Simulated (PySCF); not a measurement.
C3H8FNSi: NMR shielding calculation

System: C3H8FNSi, SMILES C=C(CF)[SiH2]N.
Method: GIAO PBE0/6-311+G(2d,p) NMR shielding, non-relativistic, gas phase (PySCF 2.14.0).

The geometry comes from this level: PBE0-D3(BJ)/def2-SVP. Figures and captions count atoms from 1; the log counts them from 0 in places.

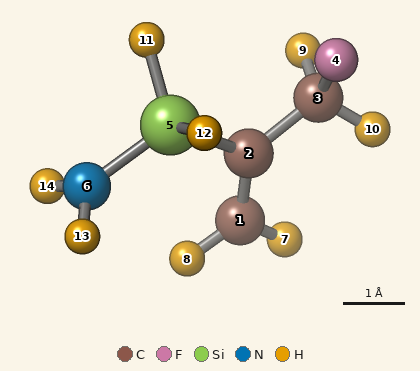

The input geometry (ball-and-stick view, seen at a tilt; atoms are numbered from 1 in the order of the input). Bond lengths as drawn: C–C 1.34 to 1.50 Å, C–F 1.38 Å, C–H 1.09 to 1.11 Å, C–Si 1.89 Å, H–N 1.01 Å, H–Si 1.49 to 1.50 Å and N–Si 1.73 Å.

## Summary

| quantity | value |
| --- | --- |
| outcome | converged |
| total energy | −562.885265 hartree |
| HOMO | −7.32 eV |
| LUMO | −0.58 eV |
| dipole moment | 2.70 D |
| isotropic shielding, C | 26.6 to 98.9 ppm |
| isotropic shielding, F | 414.0 ppm |
| isotropic shielding, Si | 385.4 ppm |
| isotropic shielding, N | 260.0 ppm |
| isotropic shielding, H | 25.6 to 31.7 ppm |
| hardware | 1 CPU thread, shared host |
| wall time | 30 s |
| peak memory | 0.96 GiB |

## Input
```
{"job": {"kind": "nmr", "xc": "PBE0", "basis": "6-311+G(2d,p)", "pop": true}, "charge": 0, "multiplicity": 1}
C     -0.810696     1.125039    -0.228148
C     -0.713461    -0.208972    -0.191078
C     -1.893563    -1.100335    -0.416709
F     -1.743316    -2.275626     0.290366
Si     0.961843    -1.034170     0.119660
N      2.265352     0.096980     0.120185
H     -1.765319     1.642145    -0.388342
H      0.078227     1.752199    -0.104528
H     -1.972870    -1.364969    -1.487478
H     -2.840582    -0.624291    -0.108207
H      1.166371    -2.050354    -0.958847
H      0.966880    -1.693279     1.456985
H      2.585391     0.541734     0.970270
H      2.578775     0.583269    -0.709829
```

The first line tells a small driver script what to run in PySCF; the rest is the geometry in Å.

Launched with:
```bash
OMP_NUM_THREADS=1 python <driver script> task.json out
```

## Log
```
coarse grid: 11992 points
cycle   1  E = -562.8105920345  dE =  4.437e-01  |g| = 6.202e-01  |ddm| = 3.278e+00
cycle   2  E = -562.7531855832  dE =  5.741e-02  |g| = 8.512e-01  |ddm| = 1.578e+00
cycle   3  E = -562.8828039335  dE = -1.296e-01  |g| = 7.595e-02  |ddm| = 8.977e-01
cycle   4  E = -562.8836578255  dE = -8.539e-04  |g| = 3.581e-02  |ddm| = 1.202e-01
cycle   5  E = -562.8839508822  dE = -2.931e-04  |g| = 9.395e-03  |ddm| = 4.753e-02
cycle   6  E = -562.8839668379  dE = -1.596e-05  |g| = 4.209e-03  |ddm| = 1.421e-02
cycle   7  E = -562.8839713492  dE = -4.511e-06  |g| = 6.093e-04  |ddm| = 4.681e-03
final grid: 111128 points
cycle   8  E = -562.8852497045  dE = -4.781e-05  |g| = 8.246e-03  |ddm| = 8.308e-02
cycle   9  E = -562.8852390973  dE =  1.061e-05  |g| = 1.106e-02  |ddm| = 1.571e-02
cycle  10  E = -562.8852643365  dE = -2.524e-05  |g| = 1.042e-03  |ddm| = 9.227e-03
cycle  11  E = -562.8852645408  dE = -2.042e-07  |g| = 3.058e-04  |ddm| = 1.448e-03
cycle  12  E = -562.8852645583  dE = -1.752e-08  |g| = 1.245e-04  |ddm| = 4.620e-04
cycle  13  E = -562.8852645617  dE = -3.449e-09  |g| = 3.497e-05  |ddm| = 1.172e-04
cycle  14  E = -562.8852645620  dE = -2.967e-10  |g| = 7.090e-06  |ddm| = 6.056e-05
```

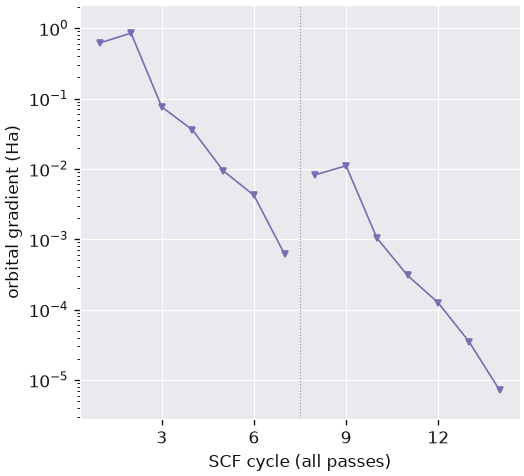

Convergence of the self-consistent field: orbital gradient against the SCF cycle. The dotted line marks the change from a coarse to the final integration grid. The first 7 cycles use a coarse grid, the final grid takes over at cycle 8, and the field converges after 14 cycles in all.

```
converged SCF energy = -562.8852645620

GIAO shielding tensors (ppm)
atom      isotropic    diamagn.    paramagn.     s11        s22        s33       span
  0 C       58.504     258.649    -200.145    -56.547     62.627    169.431    225.978
  1 C       26.589     244.180    -217.591    -81.716      8.557    152.927    234.643
  2 C       98.874     245.373    -146.499     61.853     83.923    150.845     88.992
  3 F      414.004     451.050     -37.046    384.400    397.206    460.405     76.005
  4 Si     385.389     878.221    -492.832    332.198    382.471    441.498    109.300
  5 N      260.044     322.664     -62.620    232.288    258.509    289.334     57.046
  6 H       25.577      31.799      -6.222     22.847     25.181     28.703      5.856
  7 H       25.564      34.224      -8.660     22.738     24.460     29.494      6.755
  8 H       26.163      29.996      -3.833     22.941     26.616     28.931      5.991
  9 H       26.443      30.028      -3.585     22.676     26.806     29.848      7.171
 10 H       26.239      28.214      -1.975     22.195     26.014     30.508      8.313
 11 H       26.367      28.546      -2.179     22.526     26.225     30.349      7.822
 12 H       31.359      32.806      -1.447     24.987     26.943     42.147     17.160
 13 H       31.709      32.726      -1.017     25.361     27.305     42.461     17.100
```

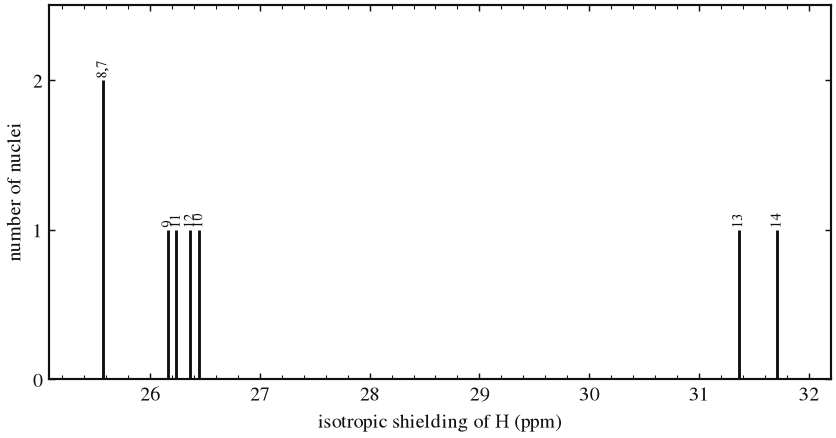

Isotropic shieldings of the hydrogen nuclei in this fixed geometry, labelled by atom number; shielding grows to the right, so chemical shift grows to the left. The least shielded is H8 (25.6 ppm), the most shielded H14 (31.7 ppm).
